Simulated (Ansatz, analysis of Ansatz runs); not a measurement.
# Ga-H pair in Si: local vibrational mode against experiment, part 2 of 2

How near does this set-up come to the measured local vibrational mode? Subject: Ga-H pair in Si. Set-up: HSE06, 64-site cell, PBE lattice, 420 eV, k: the zone centre alone, relaxed with the hybrid. The model is a cell of 64 host atoms with Ga put on another atom's site and H put in between. The frequencies come from force constants among the defect atom and its neighbours, with the masses of the isotopes named. Exact exchange opens the gap, stiffens bonds and lessens the self-interaction error, at many times the cost.

Ansatz 0.2.0; HSE06, 64-site cell, PBE lattice, 420 eV, k: the zone centre alone, relaxed with the hybrid.

So far: Set-up; Relaxation, charge 0.

### 2. Relaxation, charge 0 (continued)

Level of this step: plane-wave PAW DFT, HSE06; relaxation of all atoms of a defect supercell (Ansatz).

Step by step:

| step | energy less that of the first step (eV) | largest force component (eV/Å) |
| --- | --- | --- |
| 1 | 0.0000 | 1.3590 |
| 2 | -0.6479 | 0.4976 |
| 3 | -0.7251 | 0.1474 |
| 4 | -0.7301 | 0.0539 |
| 5 | -0.7309 | 0.0099 |
| 6 | -0.7309 | 0.0098 |

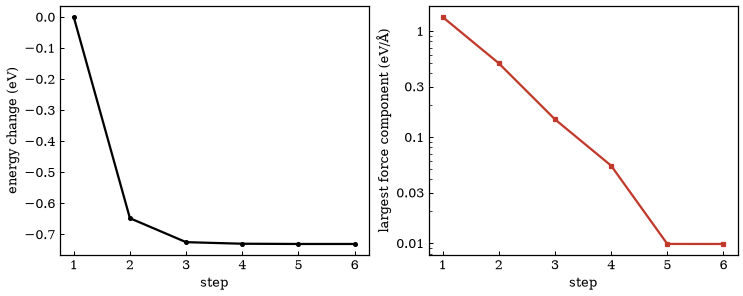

Energy and largest force along the relaxation.

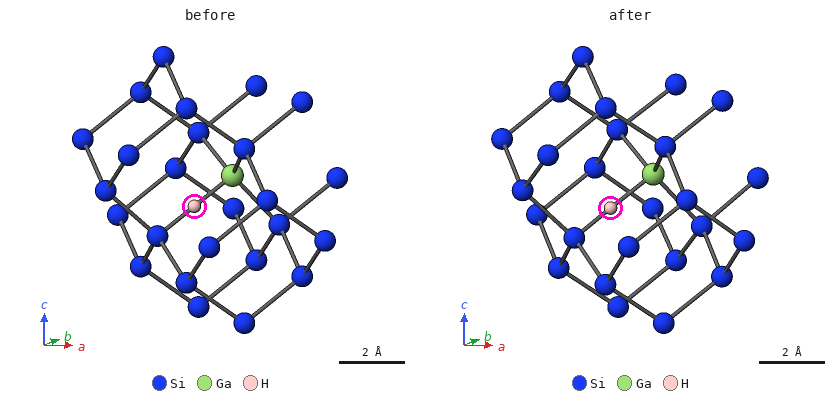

Before and after: the atoms that start within 5 Å of the centre. H65, which moves most, is ringed if it is among them.

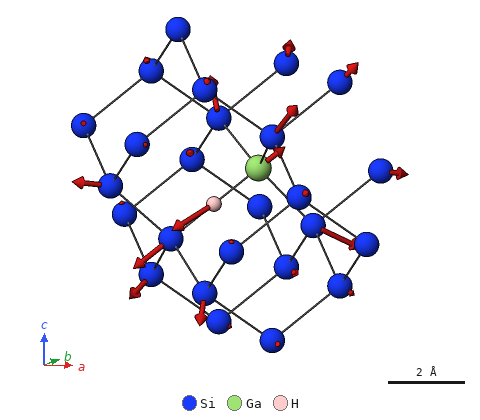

Displacements in the relaxation from the typed sites near the centre, exaggerated, the mean shift taken out; the longest in the cell stands for 0.12 Å.

The atoms that moved most (Å, from the sites as typed, ahead of the random displacement, the mean shift of all atoms taken out):

| atom | dx | dy | dz | length |
| --- | --- | --- | --- | --- |
| H65 | -0.063 | -0.092 | -0.052 | 0.122 |
| Si27 | -0.053 | 0.078 | 0.077 | 0.121 |
| Si49 | 0.076 | 0.077 | -0.054 | 0.121 |
| Si42 | 0.078 | -0.050 | 0.078 | 0.121 |
| Si4 | -0.057 | -0.059 | -0.056 | 0.100 |
| Si5 | -0.056 | -0.056 | 0.012 | 0.080 |
| Si7 | 0.013 | -0.055 | -0.055 | 0.079 |
| Si6 | -0.051 | 0.015 | -0.052 | 0.075 |

Neighbours of the ideal centre at the end:

| atom | distance (Å) |
| --- | --- |
| H65 | 0.675 |
| Ga8 | 1.067 |
| Si4 | 2.164 |
| Si49 | 2.725 |
| Si27 | 2.726 |
| Si42 | 2.730 |
| Si6 | 3.502 |
| Si7 | 3.510 |
| Si5 | 3.512 |

Neighbours of the added atoms: H65: Si4 1.49, Ga8 1.74, Si5 3.02 Å.

Read from the output:

- free energy: -43878.8413 eV

The relaxation ends 11 meV an atom lower than the displaced start, with a largest force component of 0.0098 eV/Å.

### 3. Local vibrational modes

A local mode lives on the defect and the atoms next to it, so only the sites listed in the input are displaced, which costs far fewer SCF runs than the whole cell would.

This step: plane-wave PAW DFT, HSE06; finite-displacement force constants among the atoms nearest to a defect, the others at rest.

Contents of modes/input.yaml:

```yaml
crystal:
  lattice:
    - [10.93956647, 0.0, 0.0]
    - [0.0, 10.93956647, 0.0]
    - [0.0, 0.0, 10.93956647]
  atoms:
    - { symbol: Si, position: [-0.002575447, -0.002870532, 0.249463165] }
    - { symbol: Si, position: [-0.002183378, 0.249178808, -0.002112956] }
[... 1 atom line left out ...]
    - { symbol: Si, position: [0.231672606, 0.23109546, 0.231801844] }
    - { symbol: Si, position: [0.119908746, 0.119568263, 0.376275966] }
    - { symbol: Si, position: [0.120353259, 0.376103811, 0.120425332] }
    - { symbol: Si, position: [0.37628696, 0.119681547, 0.120083399] }
    - { symbol: Ga, position: [0.402037185, 0.401885842, 0.40210716] }
[... 12 atom lines left out ...]
    - { symbol: Si, position: [0.124140764, 0.626120737, 0.375821405] }
[... 1 atom line left out ...]
    - { symbol: Si, position: [0.375727566, 0.62611287, 0.124177713] }
[... 3 atom lines left out ...]
    - { symbol: Si, position: [0.245181133, 0.506790054, 0.507155394] }
[... 10 atom lines left out ...]
    - { symbol: Si, position: [0.626326149, 0.375351078, 0.124214018] }
[... 3 atom lines left out ...]
    - { symbol: Si, position: [0.507171679, 0.245128926, 0.50724534] }
[... 6 atom lines left out ...]
    - { symbol: Si, position: [0.507020496, 0.506751615, 0.245213682] }
[... 15 atom lines left out ...]
    - { symbol: H, position: [0.310759023, 0.307769491, 0.311861305] }
basis:
  ecutwfc: 420
  xc_grid: 2
hamiltonian:
  xc: hse06
kpoints:
  mp_grid: { grid: [1, 1, 1] }
scf:
  occupations: { method: fermi_dirac, width: 0.01 }
  max_iter: 120
output: {}
checkpoint:
  read: "../relax.run"
phonons:
  supercell: [1, 1, 1]
  displaced_sites: [3, 64]
```

The run is started by

```sh
> ansatz run input.yaml --threads 4 --pin off --max-ram 7536MiB --backend cpu --events-out ev --progress --plain --runs-dir out
```

Numbers of over 12 decimals in the logs are rounded to 6 here.

Log:

```text
[...]
Warning: basis.xc_grid 2: finite-displacement phonons take 3 at the least, and a number is run as typed, so the frequencies can be off [figures from the program's tests cut]. [...]
[...]
Crystal: 65 atoms, lattice volume = 1309.183 Å³
Basis set: ecut = 420 eV, 25677 PW (Γ), exchange–correlation on 150×150×150 points (8 copies of the dense FFT grid, shifted against one another)
Bands: 198, of which v1, the nominal top of the filled ones, is band 133 counted from 1 (132 counted from 0)
Symmetry: 1 space group operations
k-points: 1
[...]
Stability of the state it starts from, as read at its close in the unpolarized treatment: not read, because the functional holds exact exchange (a hybrid, or Hartree-Fock), whose exchange loop this test does not read (fock_operator)
[...]
Frozen-core exchange: fock
[...]
max |Σ_I F_I| component: 1.25e-6 eV/Å
--- Band table (eV) ---
[...]
--- Phonons: 12 displaced members + reference (amplitude 0.0025 Å, Σ member SCF iterations 183) ---
  symmetry images taken by strict's conditions (phonons.symmetry_images: auto; settled by no image being taken that strict refuses)
  force constants formed among 2 of 65 sites (Si 3, H 64); the other 63 at rest. The modes move the named sites alone.
  the frequencies, the zero-point energy and the sums are of the block with the acoustic sum rule laid on its rows. Row sums over every site: 4.1e-4 eV/Å² at the most
  transpose residual: 3.3e-5 eV/Å²
  largest component of a force at the reference: 9.9e-3 eV/Å on a named site, 5.4e-3 eV/Å on a site at rest
  frequencies among the named sites at Γ of the cell (cm⁻¹): 222.80 229.63 316.66 395.36 395.91 2332.81
  unstable modes among the named sites: 0
  frequencies as built, with no sum rule (cm⁻¹): 222.83 229.66 316.67 395.37 395.92 2332.79
  zero-point energy: 0.241346 eV/cell   skipped modes (ω ≤ 0): 0
  not written: the harmonic force-constant file, the file of eigenvectors (these modes' are written with the force constants), the density of states and the dispersion, which are of every site
[key lines of the parts left out:]
Free energy (F): -43878.841323 eV
Fermi energy:    6.370283 eV
```

Elapsed: 15 min, on 4 threads of AMD EPYC 7B13 (Zen 3), shared host; peak memory 2.7 GiB; 57 min of CPU time.

Numbers from this step:

- free energy: -43878.8413 eV

The modes with the largest weight on the probed atoms (the light atom of a pair), for the masses of each isotope. Modes of the displaced atoms (local only where they lie over the host's phonons):

| isotopes | mode (cm⁻¹) | share of the defect atoms |
| --- | --- | --- |
| H | 2333 | 0.982 |
| H | 229.6 | 0.932 |
| H | 222.8 | 0.919 |
| D | 1666 | 0.963 |
| D | 164.7 | 0.978 |
| D | 160.2 | 0.974 |

### 4. Results

| Property | Result |
| --- | --- |
| distance from the defect atom to its nearest neighbour | 1.490 Å |
| Si-H stretch, 1H | 2333 cm⁻¹ |
| time of the whole chain | 21 min on 4 threads |

In words: Si-H stretch, 1H: computed 2333 cm⁻¹, measured 2171 cm⁻¹; 162 cm⁻¹ (7 %) above the measurement. The computed value is harmonic, while the measured line is the anharmonic fundamental, which for X–H stretches usually lies a few per cent lower. Only the named neighbours move, so modes near the host's band are approximate. Limits: the zone centre alone is a coarse sampling for this cell.

[Logs are printed without paths, hosts, clocks, repeated set-up lines and the standing remarks that a program may print on its own settings, such as how far it seeks lower states.]

[Hosts, paths, dates, database ids (printed as entryN), source tags and the programs' standing remarks are cut or masked in the printed files.]

[For some hosts the program warned that the k-mesh of the response run may be too coarse for force constants and the static dielectric constant; such warnings are not shown here.]
